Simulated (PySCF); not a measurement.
## Electronic structure of H₂S₂Tl (charge +1) in real space

Input

```
mol = gto.M(atom='''
Tl    -0.24463     0.00000    -0.00000
S     -0.30787     0.07752     2.41333
H      0.67170     1.03667     2.44640
S     -0.30787    -0.07752    -2.41333
H      0.67170    -1.03667    -2.44640''',
    basis={'Tl': 'def2-SVP', 'S': 'def2-SVP', 'H': 'def2-SVP'},
    ecp={'Tl': 'def2-SVP'},
    charge=1, spin=0)
mf = dft.RKS(mol, xc='PBE')
mf.grids.atom_grid = (75, 302)  # f atoms: at least (60, 302), unpruned
mf = mf.density_fit()  # Tl def2-universal-JKFIT, S def2-universal-JKFIT, H def2-universal-JKFIT
mf.conv_tol = 1e-09; mf.max_cycle = 55
mf.kernel(dm0)
```

Run with:

```sh
OMP_NUM_THREADS=2 python run.py
```

Core potentials replace the inner electrons of Tl.

All numbers below come from RKS PBE, Tl def2-SVP with ECP60, S def2-SVP, H def2-SVP; non-relativistic Hamiltonian with scalar-relativistic core potentials where named; density fitting in PySCF.

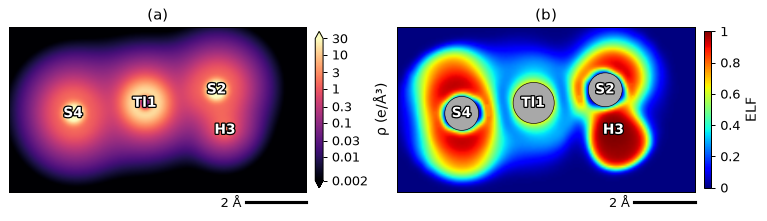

Figure 1. (a) electron density; (b) ELF on the plane of atoms Tl1, S2 and H3. Grey discs cover the atomic cores in the ELF map.

What does the map show?

Answer. Atoms in the plane: Tl, S and H. Tl–S (2.42 Å): ρ at the midpoint is about 0.55 e/Å³; the ELF peaks at about 0.75 in the valence shell of S, 0.9 Å from its nucleus, and drops to about 0.25 between the two atoms. S–H (1.37 Å): ρ is about 1.4 e/Å³ halfway; the ELF climbs to about 1 towards the hydrogen, as it does in any bond to H. The ELF also peaks beside S4 and S2, away from the bonds: lone-pair regions.

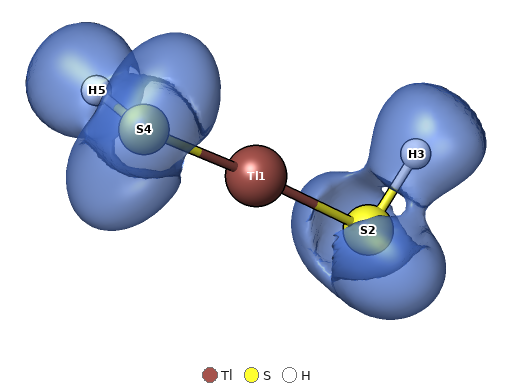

Figure 2. Isosurface of the ELF at 0.8 (blue), seen at a tilt. Core shells and regions of very low density are left out.

Where are the electrons localised?

Answer. The ELF exceeds this value in two joined regions spread over several atoms (H, S), in which their bonds and any lone pairs are merged.

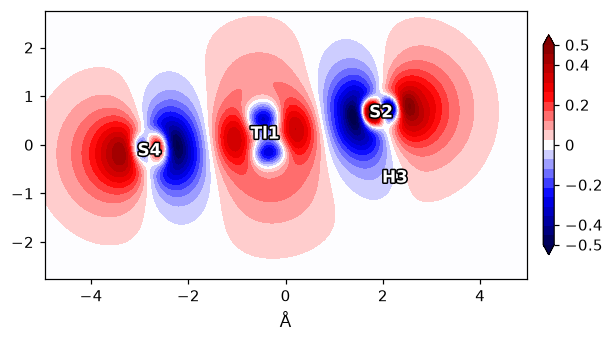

Figure 3. One frontier orbital on the plane of atoms Tl1, S2 and H3 (values in Å⁻³ᐟ²; the overall sign is arbitrary).

Which orbital is it: HOMO or LUMO?

Answer. The LUMO, at −9.43 eV. By Hirshfeld shares it lies mainly on S2 (about 35 %), S4 (about 35 %) and Tl1 (about 30 %).

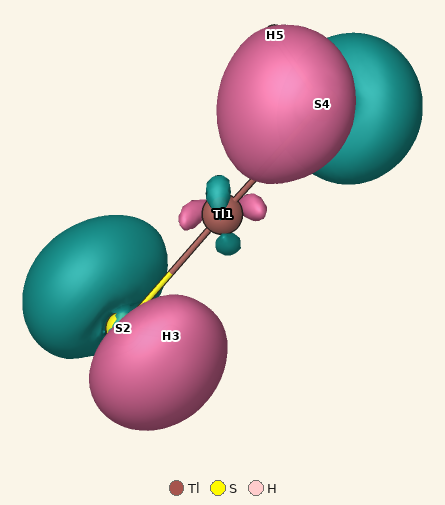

Figure 4. The HOMO at ±0.1 Å⁻³ᐟ² (teal and pink are the two phases), seen at an oblique angle.

Describe this orbital and give its energy.

Answer. By Hirshfeld shares it lies mainly on S2 (about 45 %), S4 (about 45 %) and Tl1 (about 10 %); largely a combination of lone pairs on S2 and S4. Its energy is −11.81 eV.
